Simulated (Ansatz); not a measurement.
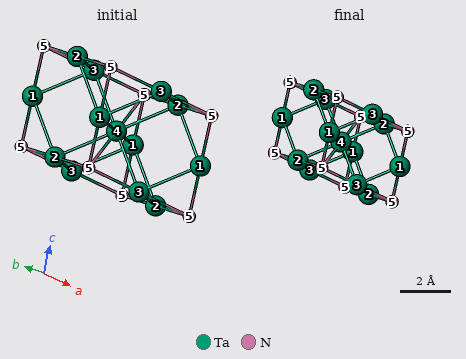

The structure of solid Ta4N (a generated structure, set up in Im-3m) before (left) and after (right) a relaxation, at one scale.

A ball-and-stick model of the cell of the calculation, seen from a free direction.

Level of theory: DFT PBE, scalar-relativistic, plane waves, PAW; settings changed in Ansatz 0.2.0.

The input:
```yaml
crystal:
  lattice:
    - [-2.7453204442, 2.7453204442, 2.7453204442]
    - [2.7453204442, -2.7453204442, 2.7453204442]
    - [2.7453204442, 2.7453204442, -2.7453204442]
  atoms:
    - { symbol: Ta, position: [0.0, 0.0, 0.5] }
    - { symbol: Ta, position: [0.0, 0.5, 0.0] }
    - { symbol: Ta, position: [0.5, 0.0, 0.0] }
    - { symbol: Ta, position: [0.5, 0.5, 0.5] }
    - { symbol: "N", position: [0.0, 0.0, 0.0] }
basis:
  ecutwfc: "50 eV"
kpoints:
  mp_grid: { grid: [10, 10, 10] }
hamiltonian:
  xc: pbe
scf:
  occupations: { method: gaussian, width: 0.1 }
  max_iter: 75
output:
  forces: true
  eigenvalues: true
  stress: true
relax:
  adjacent_minimum: "off"
  f_tol: 0.01
  max_steps: 80
  cell: { stress_tol: 0.05 }
```

Launched with:
```bash
ansatz run input.yaml --threads 1 --pin off --max-ram 2560MiB --backend cpu --events-out ev --progress --plain --runs-dir out
```

**What changed between the two?**

The relaxation stopped without meeting its thresholds, so the last structure isn't shown to be converged. The input was poor on purpose: a cutoff far too low. Over 9 geometry steps the energy falls by 111872 meV per atom. All forces vanish by symmetry, so only the cell relaxes. The pressure goes from −1784.95 to −0.01 GPa. No atom moves by more than 0.005 Å relative to the cell. Cell: a = b = c 4.755 → 3.329 Å (−30.0 %). Volume −65.7 %. Some distances before and after: Ta1–Ta1 4.755 → 3.329 Å, Ta1–Ta2 3.882 → 2.718 Å, Ta1–Ta2 (another image) 2.745 → 1.922 Å, Ta1–N5 2.378 → 1.664 Å. The space group stays Im-3m (No. 229).

Limits of the set-up: the cutoff lies below the recommended one.
